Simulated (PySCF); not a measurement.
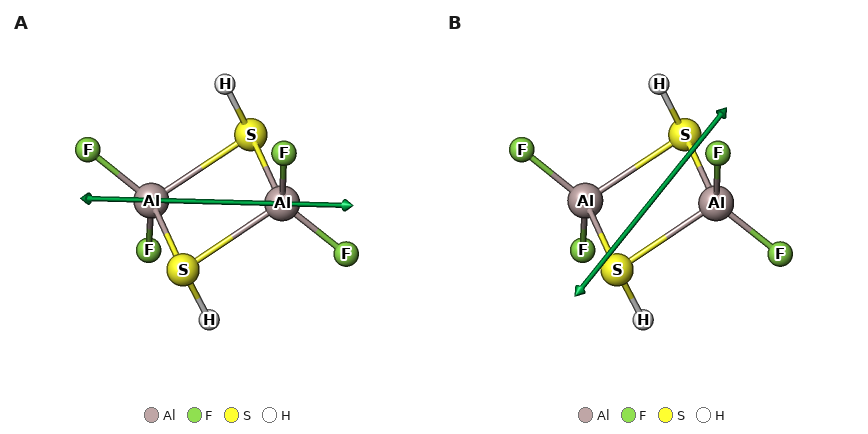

The double arrows show the directions of two transition dipoles from the ground state (lengths mean nothing). Computed geometry: PBE0-D3(BJ)/def2-SVP optimisation. No frequency run is at hand to confirm it as a minimum. Method: TDDFT CAM-B3LYP/def2-SVPD, vertical, gas phase, core orbitals frozen in the response (PySCF 2.14.0).

Question. One belongs to singlet state 9 and one to singlet state 10. Which is which?

Answer. A: state 9, 8.75 eV (142 nm), oscillator strength 0.25, mainly HOMO−2 → LUMO (weight 0.70).
B: state 10, 8.82 eV (141 nm), oscillator strength 0.021, of mixed character, with the largest part HOMO → LUMO+6 (weight 0.45).
